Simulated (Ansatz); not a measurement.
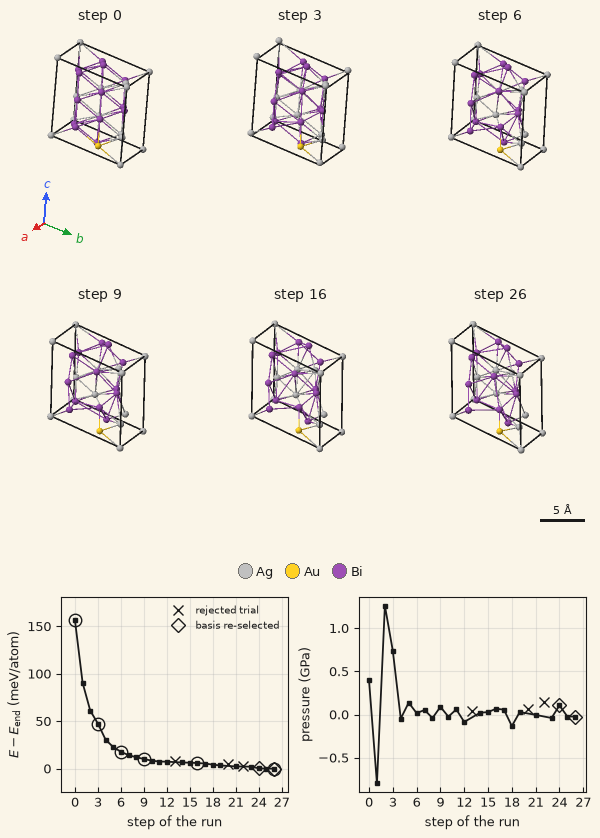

Frames of a relaxation of solid Ag$_{7}$Bi$_{12}$Au (a generated structure, set up in P1) (coarse preliminary run), marked on the history of the run. A ball-and-stick model of the cell of the calculation, seen slightly off an axis.

Case: elements placed on the fcc lattice at random.

Method: DFT PBE, scalar-relativistic, plane waves, PAW (Ansatz). Set-up: plane-wave cutoff 420 eV; k-point mesh 2 × 2 × 2; occupations gaussian; smearing width 0.1 eV; mesh shifted by (0.5, 0.5, 0.5); no spin polarisation; cell and atoms relaxed; force threshold 0.04 eV/Å; at most 50 steps.

Q: Describe the path.

A: The largest move relative to the cell is that of a Bi atom, 1.35 Å roughly along [0 2 1]. Largest moves by element: Bi 1.35 Å, Ag 0.96 Å, Au 0.38 Å. The drawn cell changes as follows: a 8.902 → 10.053 Å (+12.9 %), b 8.902 → 9.094 Å (+2.2 %), c 8.902 → 8.630 Å (−3.1 %), α 106.6° → 113.1°, β 106.6° → 108.9°, γ 115.4° → 113.5°; the volume changes by +1.6 %. Among the contacts that change: Bi–Bi 5.852 → 3.386 Å, Ag–Ag 4.792 → 2.959 Å, Ag–Ag 3.371 → 5.181 Å, Ag–Bi 4.740 → 3.193 Å. Bond angles that change, for instance: Ag–Bi–Ag 59.9° → 114.5°, Ag–Bi–Bi 120.6° → 172.9°, Ag–Bi–Bi 178.6° → 133.9°. The space group stays P1 (No. 1). After 21 accepted moves (26 points after the start) the energy has fallen by 156 meV per atom. The largest force component goes from 1.1 to 0.039 eV/Å. Pressure: 0.40 GPa at the start and −0.02 GPa at the end. The line search rejected the trial steps at points 13, 20, 22 of the run. The SCF was repeated twice at an unchanged geometry on a basis and grid sized afresh for the cell, which shifted the energy by 1.7 meV per atom at most. The run took 8.5 min on 4 threads of Arm Neoverse V2, with other jobs on the host, peak memory 2.3 GiB. From step 0 to 3: Bi atoms move most (0.48 Å), volume −0.5 %, energy −109 meV per atom. From step 3 to 6: an Ag atom moves most (0.57 Å), volume +1.9 %, energy −29.7 meV per atom. From step 6 to 9: a Bi atom moves most (0.45 Å), energy −7.6 meV per atom. From step 9 to 16: a Bi atom moves most (0.46 Å), volume +0.2 %, energy −4.2 meV per atom. From step 16 to 26: Ag and Bi atoms move most (0.33 Å), volume +0.1 %, energy −5.9 meV per atom.

| step | E − E(0), meV/atom | largest force component, eV/Å | pressure, GPa | volume, Å³/atom | note |
| --- | --- | --- | --- | --- | --- |
| 0 | 0.00 | 1.1190 | 0.40 | 26.930 |  |
| 1 | -65.78 | 0.5846 | -0.80 | 27.136 |  |
| 2 | -95.19 | 0.3132 | 1.26 | 26.315 |  |
| 3 | -108.74 | 0.4318 | 0.74 | 26.789 |  |
| 4 | -125.66 | 0.1926 | -0.05 | 27.160 |  |
| 5 | -133.50 | 0.1810 | 0.14 | 27.192 |  |
| 6 | -138.46 | 0.1474 | 0.02 | 27.292 |  |
| 7 | -142.00 | 0.1082 | 0.05 | 27.298 |  |
| 8 | -144.19 | 0.1777 | -0.04 | 27.353 |  |
| 9 | -146.07 | 0.0999 | 0.09 | 27.274 |  |
| 10 | -147.76 | 0.1089 | -0.02 | 27.338 |  |
| 11 | -148.75 | 0.0753 | 0.06 | 27.327 |  |
| 12 | -148.89 | 0.0771 | -0.09 | 27.344 |  |
| 13 | -148.20 | 0.1744 | 0.05 | 27.312 | rejected |
| 14 | -149.72 | 0.0344 | 0.02 | 27.316 |  |
| 15 | -149.97 | 0.0319 | 0.03 | 27.327 |  |
| 16 | -150.30 | 0.0488 | 0.07 | 27.324 |  |
| 17 | -150.84 | 0.0904 | 0.06 | 27.344 |  |
| 18 | -152.03 | 0.0732 | -0.13 | 27.387 |  |
| 19 | -152.88 | 0.0914 | 0.03 | 27.298 |  |
| 20 | -151.72 | 0.1015 | 0.06 | 27.256 | rejected |
| 21 | -153.87 | 0.0503 | 0.00 | 27.281 |  |
| 22 | -153.21 | 0.1365 | 0.14 | 27.175 | rejected |
| 23 | -154.16 | 0.0330 | -0.04 | 27.285 |  |
| 24 | -155.89 | 0.0327 | 0.11 | 27.285 | same geometry, new basis |
| 25 | -156.19 | 0.0392 | -0.02 | 27.357 |  |
| 26 | -156.21 | 0.0392 | -0.02 | 27.357 | same geometry, new basis |
